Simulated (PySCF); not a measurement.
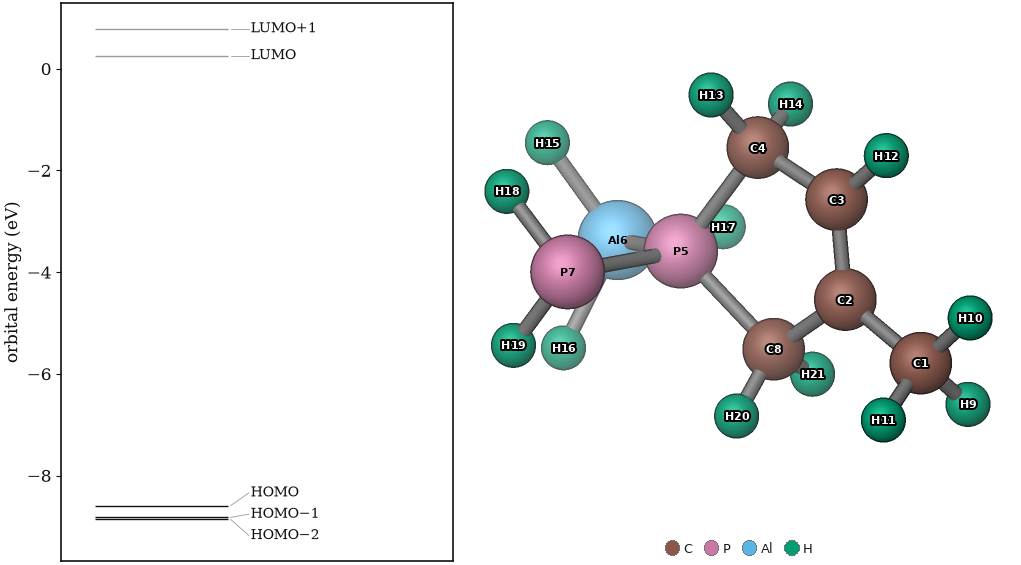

C₅H₁₃AlP₂, SMILES CC1=CC[P@+]([AlH3-])(P)C1, singlet. Kohn-Sham orbital energies near the frontier, CAM-B3LYP/def2-SVPD in PySCF 2.14.0, at a PBE0-D3(BJ)/def2-SVP geometry (no frequency check), isolated molecule; empty levels in grey, levels within 0.03 eV side by side.

Where do the frontier orbitals lie?

Answer. HOMO at −8.59 eV, LUMO at 0.26 eV, 8.85 eV apart.

How does −ε(HOMO) compare with the ΔSCF vertical ionisation energy at this level?

Answer. −ε(HOMO) is 8.59 eV, the ΔSCF value 9.20 eV; the orbital energy is 0.61 eV too shallow.

How far below the HOMO does the next level lie?

Answer. 0.23 eV.

Known limits of this run: empty levels above zero depend strongly on the basis.
